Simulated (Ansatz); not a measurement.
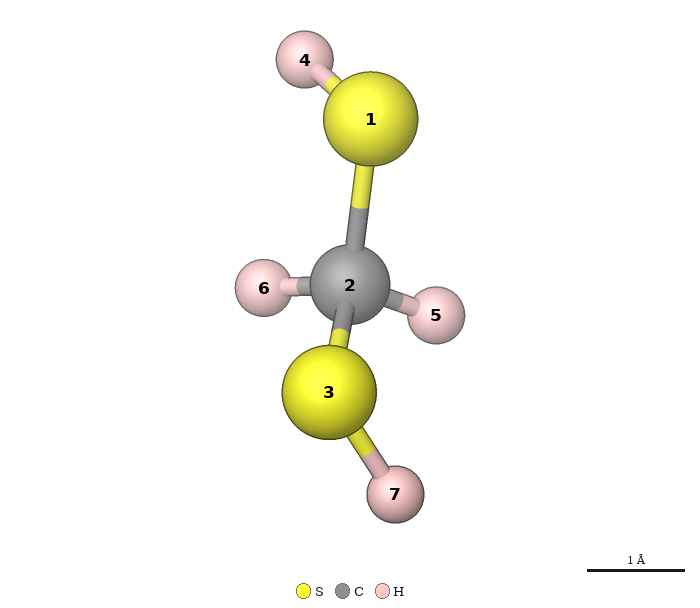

Orthographic view. Atoms fade into the background with distance from the viewer. The computed structure is the end point of a PBE-D4/def2-SVP optimisation. No frequency run is at hand to confirm it as a minimum.

Write a Z-matrix (Å, degrees) in the order of the atom numbers, with these reference atoms: 2 to 1; 3 to 2, 1; 4 to 1, 2, 3; 5 to 2, 3, 1; 6 to 2, 5, 3; 7 to 3, 2, 5.

```
S  
C    1   1.838
S    2   1.838   1   107.7
H    1   1.363   2    95.9   3  -143.9
H    2   1.107   3   109.2   1   120.4
H    2   1.107   5   109.2   3  -121.2
H    3   1.363   2    95.9   5   -23.4
```
